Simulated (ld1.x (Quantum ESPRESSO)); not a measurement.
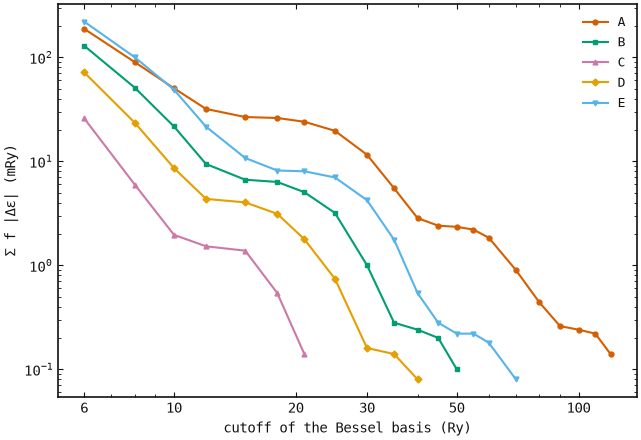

The occupation-weighted error of the valence levels in a spherical-Bessel basis for 5 variants of one potential.

Base settings:

```yaml
element: Si (Z = 14)
generator: ld1.x (Quantum ESPRESSO) 7.5
type: norm-conserving RRKJ (Kleinman–Bylander form)
functional: BP86
relativity: scalar-relativistic
frozen_core: [Ne]
valence_charge: 4
reference_configuration: 3s2 3p0 (charge +2)
partial_waves: 3p (bound, empty): rc 2.00 bohr; 3d channel at -0.05 Ry: rc 1.75 bohr; 3s (bound): rc 1.85 bohr
local_potential: the s channel
core_correction: Bessel-smoothed model core inside 1.10 bohr
rho0: 0.02
```

The variants differ in the radius of the s channel: 1.40 bohr, 1.70 bohr, 2.12 bohr, 2.42 bohr, 2.82 bohr. Which curve belongs to which value?

Answer. A: 1.40 bohr; B: 2.12 bohr; C: 2.82 bohr; D: 2.42 bohr; E: 1.70 bohr.
